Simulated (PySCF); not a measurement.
Si(Br)4, SMILES Br[Si](Br)(Br)Br, PBE0/def2-SVP optimised geometry. Atoms within 1.6 Å of the plane z = 0.8 Å (x, y, z in Å): Br1 (-1.47, 1.04, 0.00), Si2 (-0.73, -1.04, 0.00), Br3 (1.47, -1.04, 0.00), Br5 (-1.47, -2.08, 1.80).

Calculation: PySCF with PBE0/def2-TZVP.

Map of the electron localisation function on the plane z = 0.8 Å:

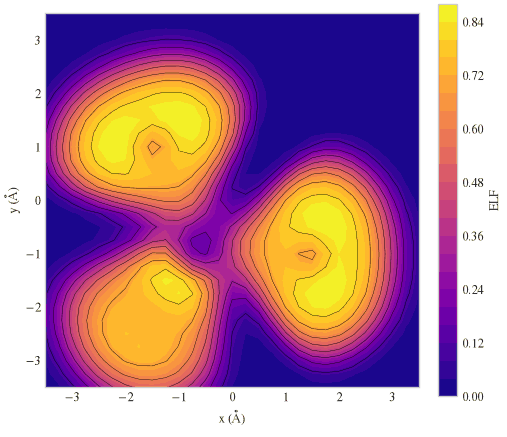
Figure. Electron localisation function on the plane z = 0.8 Å.
